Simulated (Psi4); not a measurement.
# A workflow on COF2 (carbonyl fluoride), part 2 of 2

Psi4 1.11. The steps go on from the part before.

### Step 3. The harmonic vibrations at PBE/cc-pVTZ (density fitting) (run 2)

Input file cf2o.inp:

```
memory 1.6 GB

molecule mol {
  0 1
  O     -2.38458682    -0.30201792     0.29538687
  C     -0.18511757    -0.02351008     0.02280899
  F      1.62144927    -1.58414229     0.81375197
  F      0.93823012     1.90838150    -1.13076109
  units bohr
}

set basis cc-pVTZ
set t 298.15
set rotational_symmetry_number 1

result, w = freq('pbe', return_wfn=True)
```

The run is started by

```sh
$ psi4 cf2o.inp cf2o.out -n 1
```

cf2o.out:

```text
Psi4 1.11 release

         ----------------------------------------------------------
                                   FINDIF
         ----------------------------------------------------------

  Using finite-differences of gradients to determine vibrational frequencies and
  normal modes. Resulting frequencies are only valid at stationary points.
    Generating geometries for use with 3-point formula.
    Displacement size will be 5.00e-03.
    Number of atoms is 4.
    Number of irreps is 1.
    Number of SALCs is 9.
    Translations projected? 1. Rotations projected? 0.
    Index of SALCs per irrep:
      1 :  0  1  2  3  4  5  6  7  8
    Number of SALCs per irrep:
      Irrep 1: 9
    Number of geometries (including reference) is 19.
    Number of displacements per irrep:
      Irrep 1: 18
 19 displacements needed ...

  //>>>>>>>>>>>>>>>>>>>>>>>>>>>>>>>>>>>//
  //    FiniteDifference Computations  //
  //<<<<<<<<<<<<<<<<<<<<<<<<<<<<<<<<<<<//

    -----------------------------------------------------------------------
                               Psi4 1.11 release

    h
    h
    h

    -----------------------------------------------------------------------

    Memory:     1.5 GiB
    Threads:    1
                ecpint, einsums, f̶o̶r̶t̶e̶, gauxc, gcp, g̶d̶m̶a̶, geometric, g̶p̶u̶_̶d̶f̶c̶c̶,
                i̶n̶t̶e̶g̶r̶a̶t̶o̶r̶x̶x̶, i̶p̶i̶, libefp, m̶d̶i̶, m̶p̶2̶d̶, m̶r̶c̶c̶, ooo,
                o̶p̶e̶n̶f̶e̶r̶m̶i̶o̶n̶p̶s̶i̶4̶, pcmsolver, p̶s̶i̶4̶f̶o̶c̶k̶c̶i̶, p̶s̶i̶x̶a̶s̶,
                p̶y̶e̶i̶n̶s̶u̶m̶s̶, r̶e̶s̶p̶, s̶i̶m̶i̶n̶t̶, s̶n̶s̶m̶p̶2̶,
                v̶2̶r̶d̶m̶_̶c̶a̶s̶s̶c̶f̶

gradient() will perform analytic gradient computation.

   => Loading Basis Set <=

    Name: CC-PVTZ
    Role: ORBITAL
    Keyword: BASIS

         ---------------------------------------------------------
                                   SCF
                              RKS Reference
                        1 Threads,   1525 MiB Core
         ---------------------------------------------------------

  ==> Geometry <==

    Molecular point group: c1
    Full point group: C1

    Geometry (in Bohr), charge = 0, multiplicity = 1:

       Center              X                  Y                   Z               Mass
    ------------   -----------------  -----------------  -----------------  -----------------
         O           -2.509862346556    -0.317885901828     0.310908080963    15.994914619570
         C           -0.310393096556    -0.039378061828     0.038330200963    12.000000000000
         F            1.496173743444    -1.600010271828     0.829273180963    18.998403162730
         F            0.812954593444     1.892513518172    -1.115239879037    18.998403162730

  Running in c1 symmetry.

  Rotational constants: A =      0.38535  B =      0.38258  C =      0.19198 [cm^-1]
  Rotational constants: A =  11552.52722  B =  11469.35682  C =   5755.39590 [MHz]
  Nuclear repulsion =  118.384228931743053

  Charge       = 0
  Multiplicity = 1
  Electrons    = 32
  Nalpha       = 16
  Nbeta        = 16

  ==> Algorithm <==

  SCF Algorithm Type is DF.
  DIIS enabled.
  MOM disabled.
  Fractional occupation disabled.
  Guess Type is SAD.
  Energy threshold   = 1.00e-08
  Density threshold  = 1.00e-08
  Integral threshold = 1.00e-12

  ==> Primary Basis <==

  Basis Set: CC-PVTZ
    Blend: CC-PVTZ
    Number of shells: 40
    Number of basis functions: 120
    Number of Cartesian functions: 140
    Spherical Harmonics?: true
    Max angular momentum: 3

  ==> DFT Potential <==

   => LibXC <=

    Version 7.1.2

   => Composite Functional: PBE <=

    PBE GGA Exchange-Correlation Functional

    Deriv               =              1
    GGA                 =           TRUE
    Meta                =          FALSE

    Exchange Hybrid     =          FALSE
    MP2 Hybrid          =          FALSE

   => Exchange Functionals <=

    1.0000     XC_GGA_X_PBE

   => Correlation Functionals <=

    1.0000     XC_GGA_C_PBE

   => LibXC Density Thresholds  <==

    XC_GGA_C_PBE:  1.00E-12
    XC_GGA_X_PBE:  1.00E-15

   => Molecular Quadrature <=

    Radial Scheme          =       TREUTLER
    Pruning Scheme         =           NONE
    Nuclear Scheme         =       TREUTLER

    Blocking Scheme        =         OCTREE
    BS radius alpha        =              1
    Pruning alpha          =              1
    Radial Points          =             75
    Spherical Points       =            302
    Total Points           =          87061
    Total Blocks           =            714
    Max Points             =            255
    Max Functions          =            120
    Weights Tolerance      =       1.00E-15

   => Loading Basis Set <=

    Name: (CC-PVTZ AUX)
    Role: JKFIT
    Keyword: DF_BASIS_SCF

  ==> Integral Setup <==

  DFHelper Memory: AOs need 0.038 GiB; user supplied 0.870 GiB.
  SCF_SUBTYPE=INCORE selected. In-core MEM_DF algorithm will be used.
  Using in-core AOs.

  ==> MemDFJK: Density-Fitted J/K Matrices <==

    J tasked:                   Yes
    K tasked:                    No
    wK tasked:                   No
    Memory [MiB]:               890
    Algorithm:                 Core
    Schwarz Cutoff:           1E-12
    Mask sparsity (%):       0.0000
    Fitting Condition:        1E-10

   => Auxiliary Basis Set <=

  Basis Set: (CC-PVTZ AUX)
    Blend: CC-PVTZ-JKFIT
    Number of shells: 100
    Number of basis functions: 316
    Number of Cartesian functions: 384
    Spherical Harmonics?: true
    Max angular momentum: 4

  Cached 100.0% of DFT collocation blocks in 0.248 [GiB].

[... 27 lines left out ...]
   @DF-RKS iter   7:  -312.84097101327546   -1.31284e-05   4.19881e-06 DIIS
[... 45 lines left out ...]
    Empirical Dispersion Energy =           0.0000000000000000
[... 190 lines left out ...]
   @DF-RKS iter   3:  -312.80488932835090   -1.08901e+00   2.69167e-03 DIIS/ADIIS
[... 22 lines left out ...]
  @DF-RKS Final Energy:  -312.84097025252498
[... 142 lines left out ...]
    Weights Tolerance      =       1.00E-15
[... 31 lines left out ...]
   @DF-RKS iter  10:  -312.84097006047472   -2.30216e-11   3.51733e-08 DIIS
[... 25 lines left out ...]
    Total Energy =                       -312.8409700604794921
[... 159 lines left out ...]
   @DF-RKS iter   5:  -312.84008773221041   -2.21067e-03   4.18655e-04 DIIS/ADIIS
[... 25 lines left out ...]
    One-Electron Energy =                -667.5673679298937486
[... 159 lines left out ...]
   @DF-RKS iter SAD:  -312.59390832662109   -3.12594e+02   0.00000e+00
[... 11 lines left out ...]
   @DF-RKS iter  12:  -312.84097100747113   -1.47793e-12   7.92270e-10 DIIS
[... 39 lines left out ...]
 Dipole Y            :          0.1966579           -0.1464760            0.0501819
[... 145 lines left out ...]
   @DF-RKS iter   7:  -312.84097096389894   -1.31218e-05   4.19801e-06 DIIS
[... 25 lines left out ...]
    DFT Exchange-Correlation Energy =     -34.5731962292338508
[... 159 lines left out ...]
   @DF-RKS iter   2:  -311.71920613241889    9.50217e-01   1.38666e-02 DIIS/ADIIS
[... 17 lines left out ...]
    Final Occupation by Irrep:
[... 74 lines left out ...]
    Weights Tolerance      =       1.00E-15
[... 104 lines left out ...]
   @DF-RKS iter   9:  -312.84097000613394   -8.24116e-10   6.35184e-07 DIIS
[... 25 lines left out ...]
    VV10 Nonlocal Energy =                  0.0000000000000000
[... 143 lines left out ...]
   @DF-RKS iter   5:  -312.84008601247683   -2.21214e-03   4.18870e-04 DIIS/ADIIS
[... 25 lines left out ...]
    One-Electron Energy =                -667.5865606630468392
[... 159 lines left out ...]
   @DF-RKS iter SAD:  -312.59374429009245   -3.12594e+02   0.00000e+00
[... 11 lines left out ...]
   @DF-RKS iter  12:  -312.84097055001922   -1.64846e-12   7.93000e-10 DIIS
[... 39 lines left out ...]
 Dipole Y            :          0.1955585           -0.1472231            0.0483354
[... 145 lines left out ...]
   @DF-RKS iter   7:  -312.84097051120006   -1.31246e-05   4.42671e-06 DIIS
[... 25 lines left out ...]
    DFT Exchange-Correlation Energy =     -34.5730936285055819
[... 143 lines left out ...]
   @DF-RKS iter   3:  -312.80489305381099   -1.08565e+00   2.69133e-03 DIIS/ADIIS
[... 22 lines left out ...]
  @DF-RKS Final Energy:  -312.84097073140470
[... 142 lines left out ...]
    Weights Tolerance      =       1.00E-15
[... 31 lines left out ...]
   @DF-RKS iter  10:  -312.84097081029603   -3.22831e-09   5.54582e-08 DIIS
[... 25 lines left out ...]
    Total Energy =                       -312.8409708103104094
[... 159 lines left out ...]
   @DF-RKS iter   5:  -312.84008816423517   -2.20870e-03   4.18559e-04 DIIS/ADIIS
[... 25 lines left out ...]
    One-Electron Energy =                -667.5806275651158330
[... 159 lines left out ...]
   @DF-RKS iter SAD:  -312.59364454382222   -3.12594e+02   0.00000e+00
[... 11 lines left out ...]
   @DF-RKS iter  12:  -312.84097104479304   -1.36424e-12   7.82011e-10 DIIS
[... 39 lines left out ...]
 Dipole Y            :          0.1981578           -0.1468264            0.0513314
[... 145 lines left out ...]
   @DF-RKS iter   7:  -312.84097091059607   -1.31495e-05   4.20457e-06 DIIS
[... 25 lines left out ...]
    DFT Exchange-Correlation Energy =     -34.5727355875204410
[... 159 lines left out ...]
   @DF-RKS iter   2:  -311.72001751885915    9.49372e-01   1.38621e-02 DIIS/ADIIS
[... 17 lines left out ...]
    Final Occupation by Irrep:
[... 74 lines left out ...]
    Weights Tolerance      =       1.00E-15
[... 88 lines left out ...]
   @DF-RKS iter  10:  -312.84097099161613   -1.32900e-10   9.40284e-08 DIIS
[... 25 lines left out ...]
    Total Energy =                       -312.8409709916556380
[... 159 lines left out ...]
   @DF-RKS iter   5:  -312.84008745689255   -2.21081e-03   4.18719e-04 DIIS/ADIIS
[... 45 lines left out ...]
    One-Electron Energy =                -667.5524447741814811
[... 103 lines left out ...]
  projected mass-weighted Hessian: Symmetric? True   Hermitian? True   Lin Dep Dim?  6 (6)
[... 9 lines left out ...]
  Vibration                       7                   8                   9
  Freq [cm^-1]                 561.5433            576.1245            746.3358
  Irrep                           A                   A                   A
  Reduced mass [u]             17.6808             17.1576             12.7422
  Force const [mDyne/A]         3.2849              3.3554              4.1818
  Turning point v=0 [a0]        0.1101              0.1104              0.1125
  RMS dev v=0 [a0 u^1/2]        0.3274              0.3233              0.2840
  IR activ [km/mol]             4.4616              2.7137             25.9622
  Char temp [K]                807.9358            828.9148           1073.8110
  ----------------------------------------------------------------------------------
      1   O               -0.39 -0.05  0.05   -0.11  0.57 -0.32   -0.01 -0.14 -0.24
      2   C               -0.34 -0.04  0.04    0.05 -0.23  0.13    0.04  0.46  0.81
      3   F                0.18  0.49 -0.29    0.48 -0.11  0.04   -0.01 -0.09 -0.15
      4   F                0.36 -0.43  0.22   -0.41 -0.22  0.15   -0.01 -0.09 -0.15

  Vibration                       10                  11                  12
  Freq [cm^-1]                 930.8656           1174.5229           1914.7007
  Irrep                           A                   A                   A
  Reduced mass [u]             17.2186             13.1234             13.1793
  Force const [mDyne/A]         8.7907             10.6664             28.4672
  Turning point v=0 [a0]        0.0867              0.0884              0.0691
  RMS dev v=0 [a0 u^1/2]        0.2543              0.2264              0.1773
  IR activ [km/mol]            53.0801             394.7928            404.0754
  Char temp [K]               1339.3084           1689.8770           2754.8279
  ----------------------------------------------------------------------------------
      1   O                0.53  0.07 -0.07    0.02 -0.09  0.05   -0.53 -0.07  0.07
      2   C                0.35  0.04 -0.04   -0.15  0.79 -0.44    0.83  0.10 -0.10
      3   F               -0.41  0.32 -0.16    0.17 -0.19  0.10   -0.04  0.02 -0.01
      4   F               -0.27 -0.40  0.24   -0.09 -0.23  0.13   -0.04 -0.03  0.02

  ==> Thermochemistry Components <==

  Entropy, S
    Electronic S                             0.000 [cal/(mol K)]        0.000 [J/(mol K)]       0.00000000 [mEh/K] (multiplicity = 1)
    Translational S                         38.479 [cal/(mol K)]      160.996 [J/(mol K)]       0.06132026 [mEh/K] (mol. weight = 65.9917 [u], P = 101325.00 [Pa])
    Rotational S                            23.559 [cal/(mol K)]       98.572 [J/(mol K)]       0.03754402 [mEh/K] (symmetry no. = 1)
    Vibrational S                            1.440 [cal/(mol K)]        6.027 [J/(mol K)]       0.00229545 [mEh/K]
  Total S                                   63.479 [cal/(mol K)]      265.595 [J/(mol K)]       0.10115973 [mEh/K]
  Correction S                               0.000 [cal/(mol K)]        0.000 [J/(mol K)]       0.00000000 [mEh/K]

  Constant volume heat capacity, Cv
    Electronic Cv                            0.000 [cal/(mol K)]        0.000 [J/(mol K)]       0.00000000 [mEh/K]
    Translational Cv                         2.981 [cal/(mol K)]       12.472 [J/(mol K)]       0.00475022 [mEh/K]
    Rotational Cv                            2.981 [cal/(mol K)]       12.472 [J/(mol K)]       0.00475022 [mEh/K]
    Vibrational Cv                           3.638 [cal/(mol K)]       15.223 [J/(mol K)]       0.00579819 [mEh/K]
  Total Cv                                   9.600 [cal/(mol K)]       40.167 [J/(mol K)]       0.01529862 [mEh/K]
  Correction Cv                              0.000 [cal/(mol K)]        0.000 [J/(mol K)]       0.00000000 [mEh/K]

  Constant pressure heat capacity, Cp
    Electronic Cp                            0.000 [cal/(mol K)]        0.000 [J/(mol K)]       0.00000000 [mEh/K]
    Translational Cp                         4.968 [cal/(mol K)]       20.786 [J/(mol K)]       0.00791703 [mEh/K]
    Rotational Cp                            2.981 [cal/(mol K)]       12.472 [J/(mol K)]       0.00475022 [mEh/K]
    Vibrational Cp                           3.638 [cal/(mol K)]       15.223 [J/(mol K)]       0.00579819 [mEh/K]
  Total Cp                                  11.587 [cal/(mol K)]       48.481 [J/(mol K)]       0.01846543 [mEh/K]
  Correction Cp                              0.000 [cal/(mol K)]        0.000 [J/(mol K)]       0.00000000 [mEh/K]

  ==> Thermochemistry Energy Analysis <==

  Raw electronic energy, E_e
  Total E_e, Electronic energy at well bottom                                          -312.84097110 [Eh]

  Zero-point vibrational energy, ZPVE = Sum_i omega_i / 2,  E_0 = E_e + ZPVE
    Vibrational ZPVE                         8.440 [kcal/mol]       35.314 [kJ/mol]       0.01345051 [Eh]        2952.046 [cm^-1]
  Correction ZPVE to E_e                     8.440 [kcal/mol]       35.314 [kJ/mol]       0.01345051 [Eh]        2952.046 [cm^-1]
  Total E_0, Enthalpy at 0 [K]                                                         -312.82752059 [Eh]
  *** Absolute enthalpy, not an enthalpy of formation ***

  Thermal (internal) energy, E (includes ZPVE and finite-temperature corrections)
    Electronic contrib to E beyond E_e       0.000 [kcal/mol]        0.000 [kJ/mol]       0.00000000 [Eh]
    Translational contrib to E               0.889 [kcal/mol]        3.718 [kJ/mol]       0.00141628 [Eh]
    Rotational contrib to E                  0.889 [kcal/mol]        3.718 [kJ/mol]       0.00141628 [Eh]
    Vibrational contrib to E                 8.766 [kcal/mol]       36.676 [kJ/mol]       0.01396931 [Eh]
  Correction E                              10.543 [kcal/mol]       44.113 [kJ/mol]       0.01680186 [Eh]
  Total E, Thermal (internal) energy at  298.15 [K]                                    -312.82416923 [Eh]

  Enthalpy, H_trans = E_trans + k_B * T = E_trans + P * V
    Electronic contrib to H beyond E_e       0.000 [kcal/mol]        0.000 [kJ/mol]       0.00000000 [Eh]
    Translational contrib to H               1.481 [kcal/mol]        6.197 [kJ/mol]       0.00236046 [Eh]
    Rotational contrib to H                  0.889 [kcal/mol]        3.718 [kJ/mol]       0.00141628 [Eh]
    Vibrational contrib to H                 8.766 [kcal/mol]       36.676 [kJ/mol]       0.01396931 [Eh]
  Correction H                              11.136 [kcal/mol]       46.592 [kJ/mol]       0.01774605 [Eh]
  Total H, Enthalpy at  298.15 [K]                                                     -312.82322505 [Eh]
  *** Absolute enthalpy, not an enthalpy of formation ***

  Gibbs free energy, G = H - T * S
    Electronic contrib to G beyond E_e       0.000 [kcal/mol]        0.000 [kJ/mol]       0.00000000 [Eh]
    Translational contrib to G              -9.991 [kcal/mol]      -41.804 [kJ/mol]      -0.01592218 [Eh]
    Rotational contrib to G                 -6.135 [kcal/mol]      -25.671 [kJ/mol]      -0.00977747 [Eh]
    Vibrational contrib to G                 8.336 [kcal/mol]       34.880 [kJ/mol]       0.01328492 [Eh]
  Correction G                              -7.790 [kcal/mol]      -32.595 [kJ/mol]      -0.01241472 [Eh]
  Total G, Gibbs energy at  298.15 [K]                                                 -312.85338582 [Eh]
  *** Absolute Gibbs energy, not a free energy of formation ***

    Psi4 run time: 0:02:04.10

[set-up sections that repeat, and orbital energies of the middle runs, are left out above]
```

On the terminal:

```text
Warning: used thermodynamics relations inappropriate for low-frequency modes: ['561.5433' '576.1245']
```

It took 2.1 min on 1 thread of AMD EPYC 7R13 (Zen 3), shared host; peak memory 0.53 GiB.

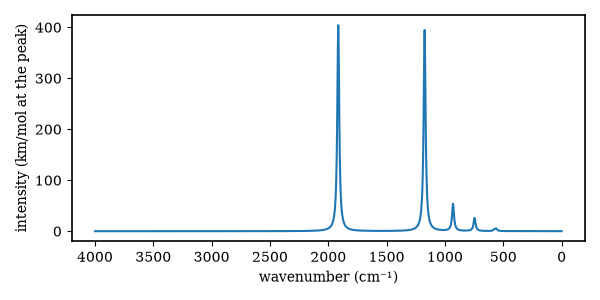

Harmonic infrared spectrum, unscaled, lines broadened by 10 cm⁻¹.

### Step 4. Summary of results

The summary covers parts 1 to 2.

```
                                       quantity          value
    run 1, PBE/cc-pVTZ: total energy at the end  -312.84097 Eh
              run 1, PBE/cc-pVTZ: dipole moment         1.04 D
                run 1, PBE/cc-pVTZ: HOMO energy       -8.43 eV
                run 1, PBE/cc-pVTZ: LUMO energy       -1.76 eV
              run 1, PBE/cc-pVTZ: HOMO–LUMO gap        6.67 eV
 run 2, PBE/cc-pVTZ: lowest harmonic wavenumber       562 cm⁻¹
run 2, PBE/cc-pVTZ: highest harmonic wavenumber      1915 cm⁻¹
          run 2, PBE/cc-pVTZ: zero-point energy    35.3 kJ/mol
```

**Reading.** The program (run 2, PBE/cc-pVTZ) took a symmetry number of 1 where this shape has 2, so the entropy in its output is too high by R ln(2/1) = 1.38 cal/(mol K). The optimisation (run 1, PBE/cc-pVTZ) took 6 steps and changed the energy by -0.034 eV. All 6 modes (run 2, PBE/cc-pVTZ) are real, so the shape is a minimum at this level. Experiment gives 0.95 D for the dipole moment (NIST CCCBDB), so the computed value is 0.09 D (9 %) too high.
